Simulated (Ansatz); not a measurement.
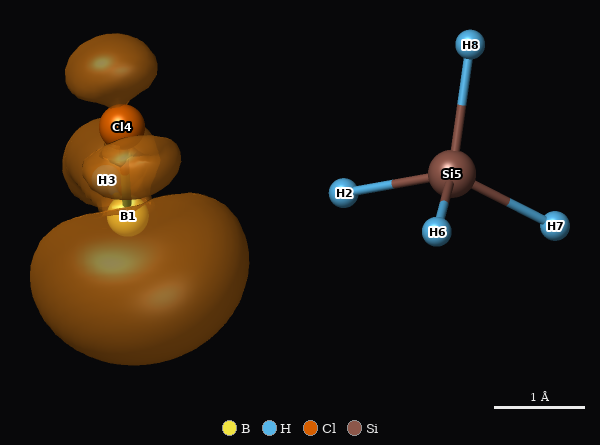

Figure 1: BClH···SiH4 (doublet). Isosurface of the spin density (α minus β) at +0.03 e/Å³ (orange), seen from one side.

Theory: UKS BHLYP-D4/6-31G* in Ansatz 0.2.0.

```
atom    x (Å)    y (Å)    z (Å)
   B  -0.0177  -0.4335  -0.4678
   H   0.7733   0.1549   1.8736
   H   0.7654   0.3866  -0.8062
  Cl  -1.7146  -0.1292  -0.3671
  Si   0.0727   0.0336   3.1699
   H  -0.8505  -1.1133   3.1155
   H   1.0722  -0.1739   4.2344
   H  -0.6812   1.2748   3.4249
```

Where is the unpaired spin?

Answer. The unpaired spin (1 electron) lies mostly on B1 (about 0.8), Cl4 (about 0.1) and H3 (about 0.1), in electrons by Hirshfeld's partition.
